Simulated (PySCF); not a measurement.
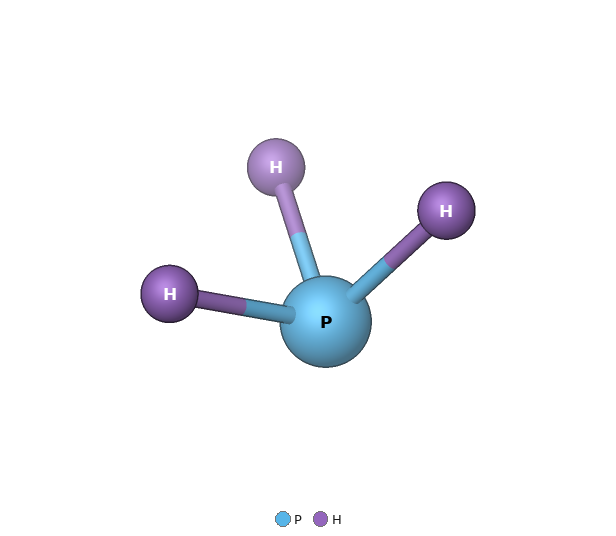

Atoms fade into the background with distance from the viewer. The computed structure is the end point of a PBE0-D3(BJ)/def2-SVP optimisation. No frequency run is at hand to confirm it as a minimum.

Question: Which symmetry elements does this geometry have?

Answer: It has 1 C3 axis and 3 mirror planes, so the point group is C3v. The group has 6 operations. The geometry is achiral, and symmetry allows a dipole moment.
